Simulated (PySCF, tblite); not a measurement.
# C5H9BOSi: geometry, infrared bands and NMR shifts

Wanted: the infrared bands and NMR shifts of C5H9BOSi (`C#C[Si@@H]1OCCB1C`), by calculation.

Programs: tblite 0.8.0 and PySCF 2.14.0, with density-fitted response routines of our own. Each step states its level of theory. These are calculated values for one molecule in the gas phase, unless marked as measured. Atoms count from 0, in the outputs and in this text.

### 1 The starting structure

17 atoms, charge 0, multiplicity 1; geometry from: force field or distance geometry start.

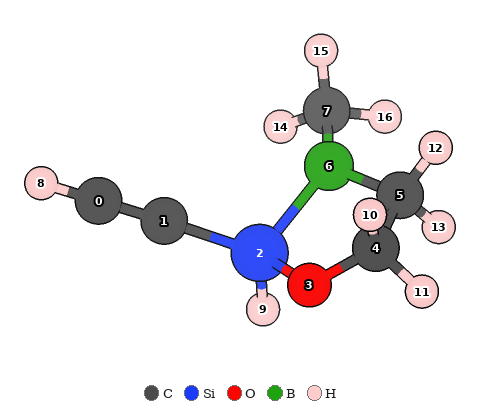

The starting geometry (carbon dark grey, silicon blue, oxygen red, boron green, hydrogen pink), atoms numbered; sticks join atoms by distance.

### 2 Geometry optimisation with GFN2-xTB

The job: settings as JSON, then the geometry in Å.

```
{"job": {"kind": "relax", "xc": "GFN2-xTB", "basis": "xTB"}, "charge": 0, "multiplicity": 1}
C      3.423100    -1.311000     0.093700
C      2.285700    -1.079100     0.480800
Si     0.622100    -0.782200     1.071900
O     -0.523000    -1.890700     0.518900
C     -1.547400    -1.335600    -0.142200
C     -1.624900     0.117500    -0.101100
B     -0.200100     0.757800     0.168700
C      0.209400     2.278100     0.345300
H      4.413200    -1.528000    -0.261800
H      0.530800    -0.646200     2.532100
H     -1.475900    -1.662100    -1.224200
H     -2.500900    -1.780300     0.236800
H     -2.119600     0.536700    -0.994500
H     -2.280000     0.416300     0.761300
H      1.037400     2.400400     1.066500
H      0.465500     2.729900    -0.617100
H     -0.722400     2.790400     0.704400
```

Started as:

```
OMP_NUM_THREADS=1 python probes_run.py task.json out
```

One launch serves the whole session: the jobs run in the order shown.

Standard output:

```text
step      E/eV     max force
  0    -605.07162    3.951
  1    -605.26125    7.658
  2    -605.31300    4.986
  3    -605.49357    1.069
  4    -605.51940    0.461
  5    -605.56448    1.123
  6    -605.59192    0.820
  7    -605.61357    0.344
  8    -605.63075    0.348
  9    -605.64666    0.560
 10    -605.65845    0.417
 11    -605.66763    0.248
 12    -605.67583    0.330
 13    -605.68455    0.448
 14    -605.69405    0.354
 15    -605.70364    0.304
 16    -605.71171    0.225
 17    -605.71847    0.305
 18    -605.72573    0.282
 19    -605.73362    0.232
 20    -605.74024    0.205
 21    -605.74510    0.187
 22    -605.74909    0.193
 23    -605.75285    0.182
 24    -605.75599    0.134
 25    -605.75774    0.078
 26    -605.75859    0.058
 27    -605.75925    0.065
 28    -605.75999    0.065
 29    -605.76066    0.066
 30    -605.76117    0.051
 31    -605.76158    0.043
 32    -605.76195    0.042
 33    -605.76234    0.049
 34    -605.76275    0.057
 35    -605.76323    0.061
 36    -605.76385    0.075
 37    -605.76463    0.068
 38    -605.76552    0.075
 39    -605.76640    0.076
 40    -605.76727    0.069
 41    -605.76816    0.083
 42    -605.76910    0.087
 43    -605.77010    0.075
 44    -605.77115    0.097
 45    -605.77220    0.095
 46    -605.77321    0.067
 47    -605.77410    0.067
 48    -605.77482    0.065
 49    -605.77535    0.070
 50    -605.77574    0.061
 51    -605.77604    0.050
 52    -605.77637    0.049
 53    -605.77680    0.078
 54    -605.77735    0.068
 55    -605.77788    0.044
 56    -605.77819    0.043
 57    -605.77857    0.052
 58    -605.77906    0.066
 59    -605.77957    0.054
 60    -605.77995    0.039
 61    -605.78021    0.033
 62    -605.78041    0.029
 63    -605.78057    0.029
 64    -605.78068    0.020
 65    -605.78074    0.019
 66    -605.78078    0.018
 67    -605.78084    0.017
 68    -605.78093    0.024
 69    -605.78104    0.026
 70    -605.78116    0.028
 71    -605.78128    0.029
 72    -605.78142    0.031
 73    -605.78160    0.040
 74    -605.78181    0.032
 75    -605.78199    0.035
 76    -605.78212    0.035
 77    -605.78227    0.033
 78    -605.78253    0.047
 79    -605.78293    0.052
 80    -605.78338    0.076
 81    -605.78369    0.056
 82    -605.78395    0.059
 83    -605.78427    0.042
 84    -605.78470    0.045
 85    -605.78508    0.064
 86    -605.78556    0.084
 87    -605.78608    0.069
 88    -605.78670    0.058
 89    -605.78736    0.047
 90    -605.78693    0.173
 91    -605.78822    0.047
 92    -605.78848    0.032
 93    -605.78889    0.060
 94    -605.78903    0.047
 95    -605.78934    0.031
 96    -605.78949    0.032
 97    -605.78964    0.034
 98    -605.78977    0.031
 99    -605.78991    0.031
100    -605.79001    0.036
101    -605.79011    0.022
102    -605.79018    0.017
103    -605.79025    0.018
104    -605.79032    0.012
105    -605.79035    0.016
106    -605.79038    0.022
107    -605.79039    0.012
108    -605.79041    0.011
109    -605.79044    0.010
110    -605.79048    0.016
111    -605.79051    0.022
112    -605.79052    0.012
113    -605.79054    0.009
```

Wall time 0.69 s (1 thread of Arm Neoverse V2, shared host).

Relaxation path: (not every step is listed)

```csv
step,energy from step 0 (eV),largest force (eV/Å)
0,0.0000,3.9508
1,-0.1896,7.6583
2,-0.2414,4.9855
3,-0.4219,1.0688
4,-0.4478,0.4607
5,-0.4929,1.1229
6,-0.5203,0.8204
7,-0.5419,0.3440
8,-0.5591,0.3483
18,-0.6541,0.2823
28,-0.6884,0.0647
38,-0.6939,0.0748
48,-0.7032,0.0655
58,-0.7074,0.0657
68,-0.7093,0.0240
78,-0.7109,0.0465
88,-0.7151,0.0578
98,-0.7181,0.0314
108,-0.7188,0.0111
109,-0.7188,0.0104
110,-0.7189,0.0156
111,-0.7189,0.0222
112,-0.7189,0.0116
113,-0.7189,0.0090
```

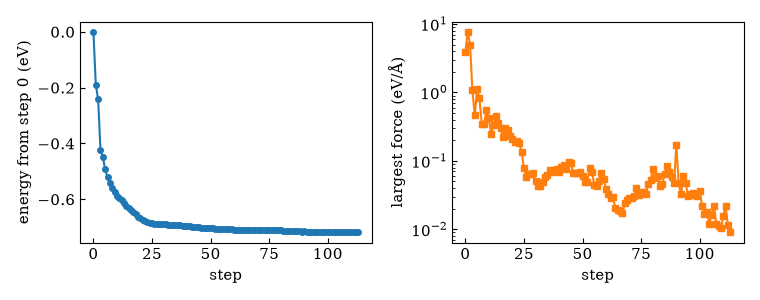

Energy and force, step by step.

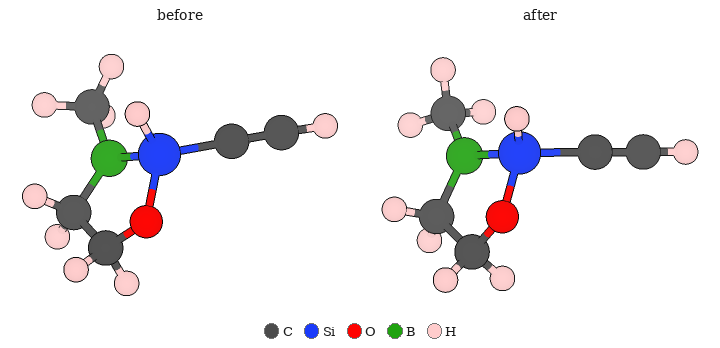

Before and after, at one scale.

Distances of close pairs at the start and the end, largest changes first:

```csv
bond,before (Å),after (Å),change (Å)
C4–C5,1.456,1.541,+0.085
C1–Si2,1.790,1.868,+0.078
O3–C4,1.340,1.400,+0.061
C4–H10,1.132,1.098,-0.034
Si2–O3,1.687,1.653,-0.034
C7–H16,1.122,1.089,-0.034
C5–H13,1.123,1.097,-0.026
C4–H11,1.118,1.095,-0.023
```

The next job starts from the end point, and lists it.

### 3 Harmonic vibrations with GFN2-xTB

The job: settings as JSON, then the geometry in Å.

```
{"job": {"kind": "ir", "xc": "GFN2-xTB", "basis": "xTB"}, "charge": 0, "multiplicity": 1}
C      3.249587    -1.407412    -0.161655
C      2.232344    -1.148381     0.425254
Si     0.636920    -0.716272     1.295394
O     -0.556515    -1.773811     0.860769
C     -1.459973    -1.341072    -0.117866
C     -1.597408     0.193513    -0.105501
B     -0.285498     0.826698     0.505529
C      0.065164     2.349430     0.391348
H      4.141085    -1.646256    -0.668541
H      0.821144    -1.035827     2.712568
H     -1.096520    -1.671709    -1.099755
H     -2.414093    -1.842987     0.075174
H     -1.897454     0.555034    -1.090479
H     -2.413653     0.464757     0.575332
H      0.436017     2.769010     1.325169
H      0.883746     2.460866    -0.321979
H     -0.751893     2.976450     0.038791
```

Standard output:

```text
mode    cm-1     km/mol
  1      53.1      0.15
  2      64.4      0.60
  3      73.7      3.02
  4     113.7      2.23
  5     172.0      5.88
  6     214.5      1.03
  7     233.1      3.39
  8     293.5     13.59
  9     306.2      6.18
 10     410.2     21.15
 11     506.9     23.63
 12     539.0      9.75
 13     589.7     64.22
 14     644.7     39.22
 15     654.1     51.42
 16     671.9     31.26
 17     681.1     43.95
 18     692.2    118.39
 19     773.8    273.00
 20     792.9     41.62
 21     843.3      4.14
 22     933.8      9.91
 23     983.7     11.68
 24    1069.2     16.25
 25    1091.0    184.89
 26    1129.2     57.69
 27    1158.1      1.99
 28    1212.8     42.05
 29    1261.5     38.06
 30    1329.6     10.72
 31    1383.3     32.12
 32    1438.2     16.78
 33    1475.4      4.50
 34    1490.4      2.31
 35    1500.9      0.09
 36    2200.8     31.95
 37    2237.9    369.46
 38    2884.2     39.64
 39    2916.1     39.24
 40    2932.9     62.99
 41    2978.7     28.17
 42    2987.7     17.33
 43    3016.1     45.18
 44    3022.6     18.40
 45    3343.6      4.98
```

Run time: 0.53 s. Hardware: 1 thread of Arm Neoverse V2, shared host.

The strongest bands and the atoms that carry them (share of the mass-weighted mode):

| cm⁻¹ | km/mol | atoms |
| --- | --- | --- |
| 590 | 64.2 | H9 50 % |
| 654 | 51.4 | Si2 33 %, C0 17 %, H8 13 %, H9 12 % |
| 692 | 118.4 | H9 36 %, H8 29 % |
| 774 | 273.0 | Si2 36 %, O3 33 % |
| 1091 | 184.9 | C4 30 %, O3 25 %, B6 16 %, C5 10 % |
| 1129 | 57.7 | B6 44 %, H12 14 %, C4 13 %, C7 11 % |
| 2238 | 369.5 | H9 96 % |
| 2933 | 63.0 | H11 82 % |

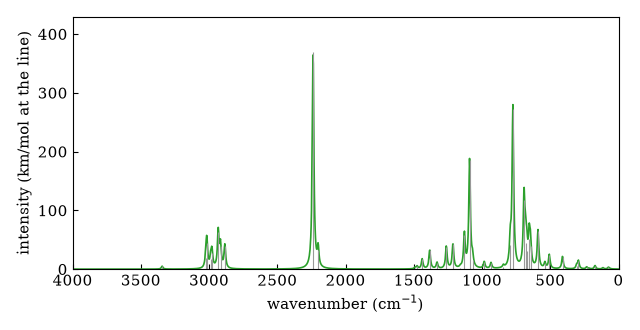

The infrared spectrum from these modes, unscaled. Lines are broadened to a width of 14 cm⁻¹ (Lorentzian).

### 4 Nuclear shieldings: PBE0/pcSseg-1

The job, as its differences from that of step 3:

```diff
@@ -1,2 +1,2 @@
-{"job": {"kind": "ir", "xc": "GFN2-xTB", "basis": "xTB"}, "charge": 0, "multiplicity": 1}
+{"job": {"kind": "nmr", "xc": "PBE0", "basis": "pcSseg-1"}, "charge": 0, "multiplicity": 1}
 C      3.249587    -1.407412    -0.161655
```

With the program's defaults for keys left out, this is: GIAO PBE0/pcSseg-1 NMR shielding, non-relativistic, gas phase.

Standard output:

```text
coarse grid: 14808 points
cycle   1  E = -584.7642912794  dE =  1.010e+00  |g| = 7.847e-01  |ddm| = 3.815e+00
cycle   2  E = -584.6182818623  dE =  1.460e-01  |g| = 1.175e+00  |ddm| = 1.987e+00
cycle   3  E = -584.8867162200  dE = -2.684e-01  |g| = 1.829e-01  |ddm| = 1.383e+00
cycle   4  E = -584.8935866562  dE = -6.870e-03  |g| = 4.117e-02  |ddm| = 1.936e-01
cycle   5  E = -584.8938582514  dE = -2.716e-04  |g| = 2.603e-02  |ddm| = 5.259e-02
cycle   6  E = -584.8940227778  dE = -1.645e-04  |g| = 7.082e-03  |ddm| = 2.178e-02
cycle   7  E = -584.8940347369  dE = -1.196e-05  |g| = 1.010e-03  |ddm| = 5.926e-03
cycle   8  E = -584.8940350046  dE = -2.677e-07  |g| = 2.612e-04  |ddm| = 1.283e-03
final grid: 138736 points
cycle   9  E = -584.9504053855  dE = -3.109e-05  |g| = 1.077e-02  |ddm| = 3.065e-02
cycle  10  E = -584.9503821083  dE =  2.328e-05  |g| = 1.560e-02  |ddm| = 2.023e-02
cycle  11  E = -584.9504291879  dE = -4.708e-05  |g| = 1.719e-03  |ddm| = 1.301e-02
cycle  12  E = -584.9504298023  dE = -6.144e-07  |g| = 1.522e-04  |ddm| = 1.683e-03
cycle  13  E = -584.9504298071  dE = -4.793e-09  |g| = 5.756e-05  |ddm| = 2.520e-04
cycle  14  E = -584.9504298078  dE = -7.221e-10  |g| = 2.480e-05  |ddm| = 7.808e-05
converged SCF energy = -584.9504298078

GIAO shielding tensors (ppm)
atom      isotropic    diamagn.    paramagn.     s11        s22        s33       span
  0 C       83.260     260.756    -177.495      1.333      6.835    241.613    240.280
  1 C       97.152     260.837    -163.685     -4.888      5.861    290.483    295.371
  2 Si     378.225     879.362    -501.137    294.480    353.445    486.749    192.268
  3 O      266.441     394.809    -128.369    203.366    272.562    323.395    120.029
  4 C      117.440     243.483    -126.042     78.533    108.675    165.112     86.579
  5 C      139.191     256.175    -116.984    117.985    138.120    161.469     43.484
  6 B      -10.711     195.222    -205.933    -80.926    -66.308    115.101    196.027
  7 C      170.520     252.552     -82.032    140.611    176.246    194.704     54.093
  8 H       29.727      33.120      -3.393     24.787     25.033     39.361     14.574
  9 H       26.256      27.161      -0.904     22.369     25.258     31.142      8.773
 10 H       27.513      30.593      -3.080     22.388     27.230     32.920     10.533
 11 H       27.029      28.495      -1.466     21.811     26.787     32.489     10.678
 12 H       29.318      32.519      -3.200     25.723     29.148     33.083      7.360
 13 H       29.990      30.984      -0.994     24.688     29.599     35.681     10.993
 14 H       29.998      29.314       0.684     26.000     28.610     35.383      9.383
 15 H       30.462      30.772      -0.310     26.849     28.665     35.872      9.023
 16 H       29.843      30.242      -0.399     25.890     29.365     34.274      8.385
```

It took 36 s on 1 thread of Arm Neoverse V2, shared host; peak memory 0.85 GiB.

The references, computed at this level on geometries of the same kind, shield at (ppm): 1H TMS 31.72, 13C TMS 186.9, 29Si TMS 349.2, 17O H2O 336.1, 11B BF3·OEt2 100.1. Their shielding less the atom's gives the shift. The references are single molecules in the gas phase, so shifts against H2O, NH3, PH3, H3PO4 or CFCl3 are not on the usual liquid scales and can be off by tens of ppm. Atoms listed in one row are averaged.

```
        atoms                                                    environment  σ (ppm)  δ (ppm)  δ scaled to CDCl3
           C0                                         terminal alkyne carbon     83.3    103.7               99.3
           C1                                                  alkyne carbon     97.2     89.8               85.7
           C4                                            sp3 CH2 bonded to O    117.4     69.5               65.9
           C5                                            sp3 CH2 bonded to B    139.2     47.7               44.7
           C7                                      methyl carbon bonded to B    170.5     16.4               14.1
           H9  hydrogen on a silicon bonded to C, B, O, in a 5-membered ring    26.26     5.46                  –
          H11                             hydrogen on an sp3 CH2 bonded to O    27.03     4.69               4.52
          H10                             hydrogen on an sp3 CH2 bonded to O    27.51     4.20               4.07
          H12                             hydrogen on an sp3 CH2 bonded to B    29.32     2.40               2.37
           H8                           hydrogen on a terminal alkyne carbon    29.73     1.99               1.98
          H13                             hydrogen on an sp3 CH2 bonded to B    29.99     1.73               1.73
H14, H15, H16                        hydrogen on a methyl carbon bonded to B    30.10     1.62               1.63
          Si2             silicon bonded to C, B, O, H, in a 5-membered ring    378.2    -29.1                  –
           O3                   oxygen bonded to C, Si, in a 5-membered ring    266.4     69.6                  –
           B6                  boron bonded to 2 C, Si, in a 5-membered ring    -10.7    110.8                  –
```

The scaled column applies a straight-line fit of computed shieldings to shifts measured in CDCl3 (root-mean-square error 0.16 ppm for H, 1.9 ppm for C).

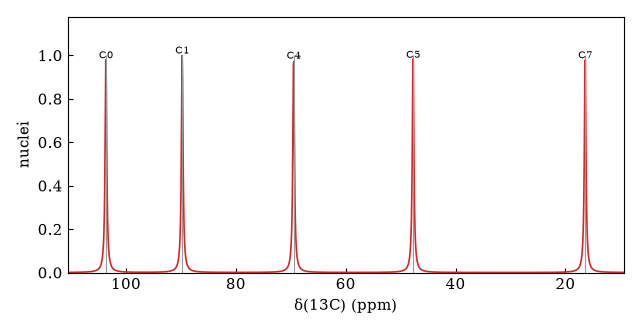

13C lines at the computed shifts, without couplings. Lines are broadened to a width of 0.35 ppm (Lorentzian).

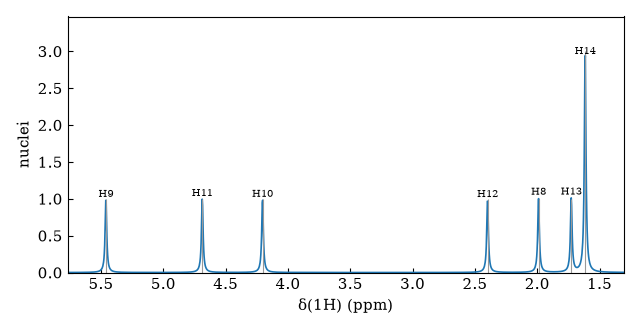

1H lines at the computed shifts, without couplings. Lines are broadened to a width of 0.02 ppm (Lorentzian).

The run also stored atomic charges by several schemes (e):

```
atoms  Mulliken    IAO  Hirshfeld  ESP fit
   C0     -0.22  -0.20      -0.09    -0.40
   C1     -0.19  -0.34      -0.16    -0.07
  Si2      0.94   0.97       0.35     0.27
   O3     -0.62  -0.64      -0.24    -0.37
   C4      0.11  -0.04       0.00     0.00
   C5     -0.51  -0.42      -0.14    -0.11
   B6      0.08   0.07       0.14     0.43
   C7     -0.50  -0.57      -0.19    -0.73
```

ESP fit charges:

C0 -0.40; C1 -0.07; Si2 0.27; O3 -0.37; C4 0.00; C5 -0.11; B6 0.43; C7 -0.73; H8 0.31; H9 -0.05; H10 0.07; H11 0.06; H12 0.02; H13 0.06; H14 0.17; H15 0.18; H16 0.16

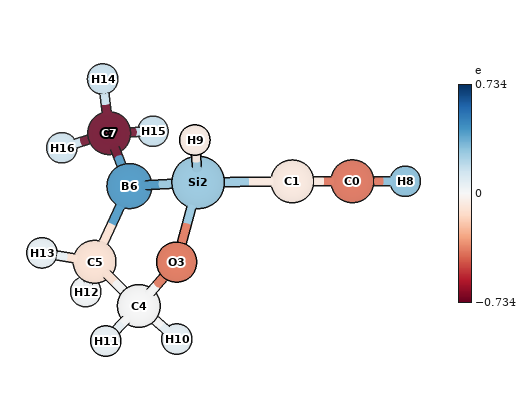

ESP fit charges, as colours on the atoms.

Mayer bond orders: C0–C1 2.55, C1–Si2 0.86, Si2–O3 0.99, O3–C4 0.91, C4–C5 1.03, C5–B6 0.99, B6–C7 1.07, B6–Si2 0.93.

Ring of atoms Si2, O3, C4, C5, B6: NICS(0) 0.5, NICS(1) -1.9, NICS(1)zz -3.4 ppm (means of both faces).

Orbitals, density, ELF and potential are computed afterwards from the orbital file.

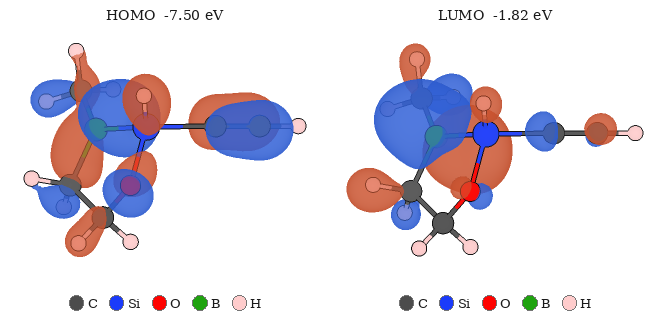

PBE0/pcSseg-1 orbitals near the gap, drawn at the value that encloses 70 % of each; the two colours are the two signs.

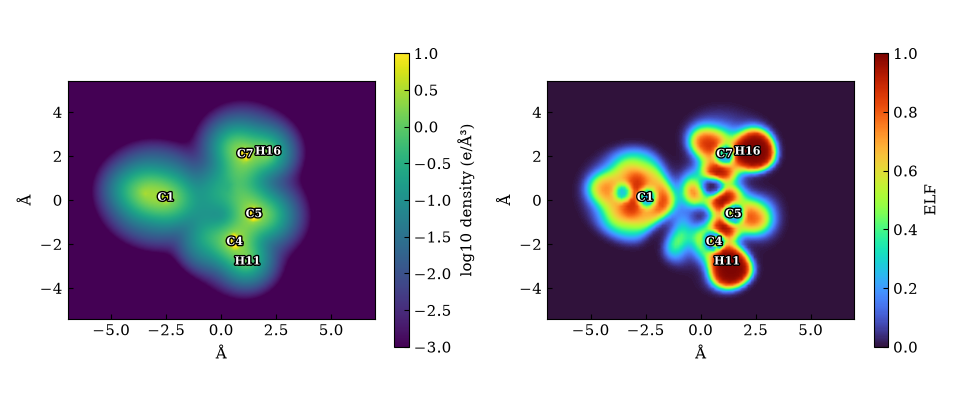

Density (left) and ELF (right) in a plane through or near 6 of the atoms.

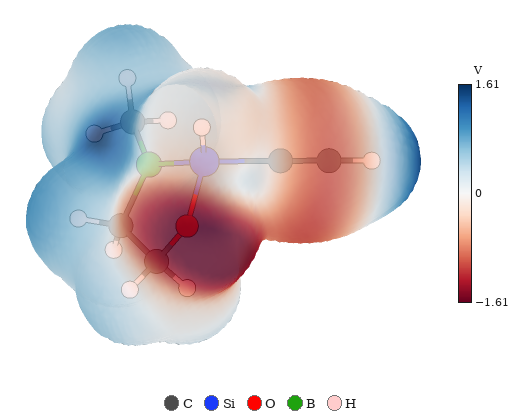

Electrostatic potential on the surface of density 0.002 e/bohr³; red is low, blue high. It runs from -1.61 V near O3 to 1.41 V near H8.

### 5 What came out

```
                                                              quantity                                         value
                             strongest single infrared mode (GFN2-xTB)                         2238 cm⁻¹, 369 km/mol
                                          zero-point energy (GFN2-xTB)                                 79.1 kcal/mol
                                13C shifts against TMS (PBE0/pcSseg-1)             103.7, 89.8, 69.5, 47.7, 16.4 ppm
1H shifts against TMS (PBE0/pcSseg-1, means over atoms taken as alike)  5.46, 4.69, 4.20, 2.40, 1.99, 1.73, 1.62 ppm
                               29Si shifts against TMS (PBE0/pcSseg-1)                                     -29.1 ppm
                                17O shifts against H2O (PBE0/pcSseg-1)                                      69.6 ppm
                           11B shifts against BF3·OEt2 (PBE0/pcSseg-1)                                     110.8 ppm
                                 surface potential, least and greatest                            -1.61 V and 1.41 V
```

**Reading.** Over 113 steps the energy fell by 0.719 eV; of the close pairs, C4–C5 changed most, 1.456 to 1.541 Å. No mode is imaginary among the 45: a minimum at this level. The strongest single mode, at 2238 cm⁻¹, moves mainly H9. GFN2-xTB is a fitted tight-binding method: band positions and strengths are rough. Its intensities can rank the bands wrongly. At PBE0/pcSseg-1: The largest span, 295 ppm, is at C1, where the paramagnetic term is -164 ppm. At PBE0/pcSseg-1, counted by nearest atom on the grid, the HOMO lies on B6 22 %; C0 17 %, the LUMO on B6 55 %; Si2 8 %.
